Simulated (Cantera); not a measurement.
A closed system holds: 1 mol Si, 9.4 mol H2, held at 1 atm.

Cantera equilibrium calculation (NASA polynomials, part measured and part estimated; ideal gas, pure solids and liquids). Candidate condensed phases: Si; 9 gas species. Gases not in the tables: Si2H6 and higher silanes. Equilibrium is a limit: real reactors are often held back by kinetics, nucleation or transport.

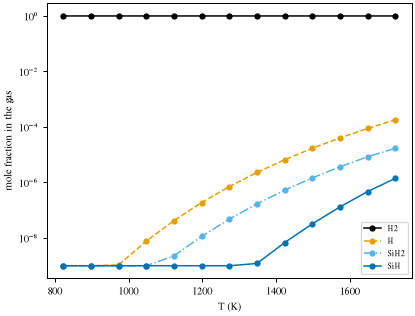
Fig. 1. Equilibrium gas composition (values under 1e-9 drawn at 1e-9)

From 823 K to 1648 K the condensed part is Si(s). At 1723 K the condensed part is Si(l). The main Si-bearing gas is SiH4 at 823 K and SiH2 at 1723 K.
